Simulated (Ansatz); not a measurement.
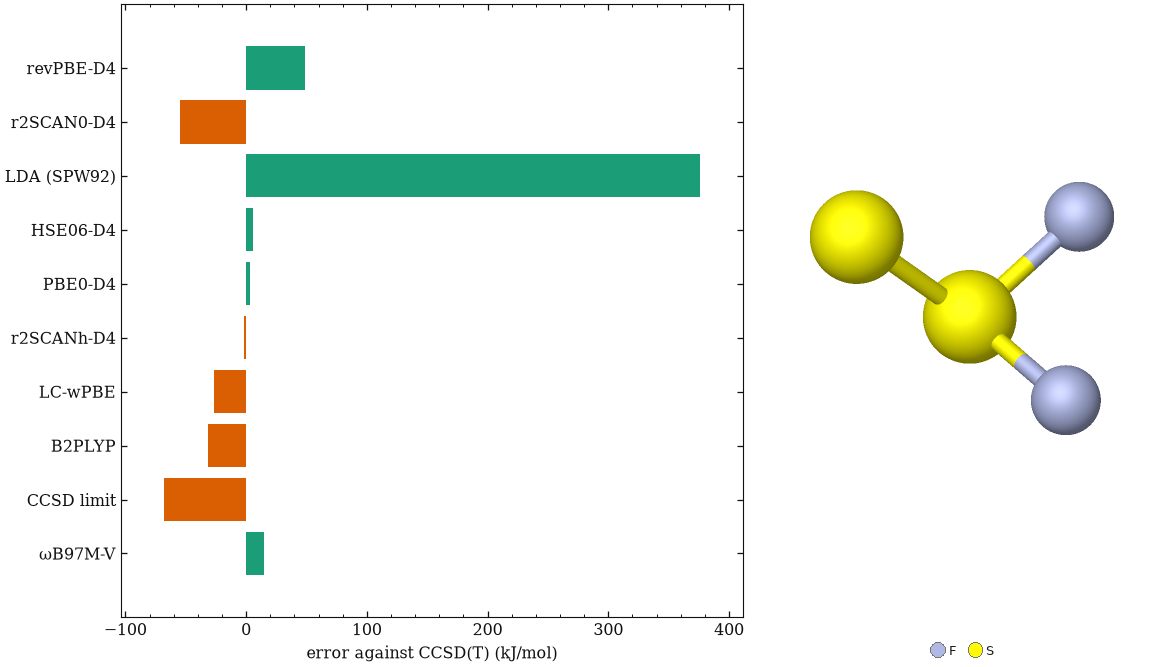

Error in the electronic atomisation energy (method less reference, so positive means overbinding) of S₂F₂, SMILES FS(F)=S: functionals in def2-TZVPP against frozen-core CCSD(T) at the limit (scheme: direct), which gives 1050.8 kJ/mol, at a PBE0-D4/def2-TZVP geometry (a minimum by its frequencies), no zero-point or spin-orbit term, the Ansatz code. The reference leaves out core correlation, a term that grows with the number of heavy atoms. B2PLYP holds a correlation term that converges slowly with the basis, so part of the distance to the limit is basis error. No dispersion term is added to LC-wPBE and B2PLYP. Limit means the basis limit.

Which of these levels overbind, and which underbind?

Overbind: revPBE-D4 and LDA (SPW92). Underbind: r2SCAN0-D4, LC-wPBE, B2PLYP and CCSD limit. Within 20 kJ/mol of zero, too close to call in view of what the reference leaves out: HSE06-D4, PBE0-D4, r2SCANh-D4 and ωB97M-V.

What range do the values span?

From −67.8 kJ/mol (CCSD limit) to 375.7 kJ/mol (LDA (SPW92)).
